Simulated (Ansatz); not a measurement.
## CuI (zinc blende): energy over volume and axial ratio

CuI (zinc blende)

```cif
data_Cu4I4
_chemical_formula_sum 'I4 Cu4'
_space_group_name_H-M_alt 'F-43m'
_space_group_IT_number 216
_space_group_name_Hall 'F -4 2 3'
_cell_length_a 6.07934
_cell_length_b 6.07934
_cell_length_c 6.07934
_cell_angle_alpha 90.000
_cell_angle_beta 90.000
_cell_angle_gamma 90.000
loop_
_atom_site_label
_atom_site_type_symbol
_atom_site_symmetry_multiplicity
_atom_site_Wyckoff_symbol
_atom_site_fract_x
_atom_site_fract_y
_atom_site_fract_z
_atom_site_occupancy
I1 I 4 c 0.25000 0.25000 0.25000 1
Cu1 Cu 4 a 0.00000 0.00000 0.00000 1
```
(The calculation used a cell of 2 atoms; values per cell refer to that cell.)

Two coordinates are scanned: the volume, and the ratio of the stretch along z (the conventional c axis) to the stretch across it. Atoms keep their fractional coordinates.

All values below come from PBE (plane waves to 420 eV, PAW, scalar-relativistic; Ansatz, a program for electronic structure). k mesh 9×9×9 (Γ-centred), Fermi-Dirac smearing 0.05 eV. The energy includes the smearing's −TS. CuI is run without spin polarisation. CuI was relaxed with its symmetry unable to fall. Spin-orbit coupling is left out, though I is heavy. ΔE is measured from the relaxed starting cell.

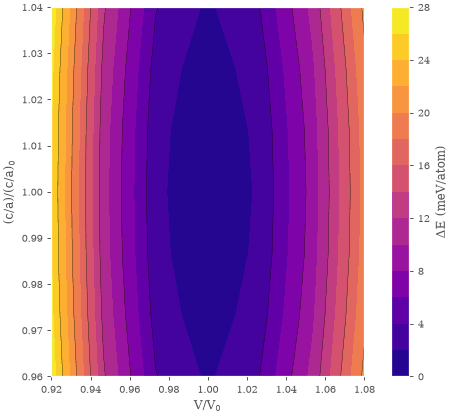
Fig. 1. ΔE (meV/atom) over the 7×7 grid of computed points.

The shear modulus C′ = (C11 − C12)/2 (fit, atoms clamped) is 8.9 GPa. Highest place on the grid: V/V₀ = 0.920, (c/a)/(c/a)₀ = 1.040 (27.3 meV/atom). Lowest place on the grid: V/V₀ = 1.000, (c/a)/(c/a)₀ = 1.000 (0.0 meV/atom).

Near the relaxed cell σzz − σxx = −2Cδ (compression positive), C being this modulus and δ the logarithm of the ratio.

(A scan under strain: stresses follow from slopes of the energy per volume, elastic moduli from its curvatures.)
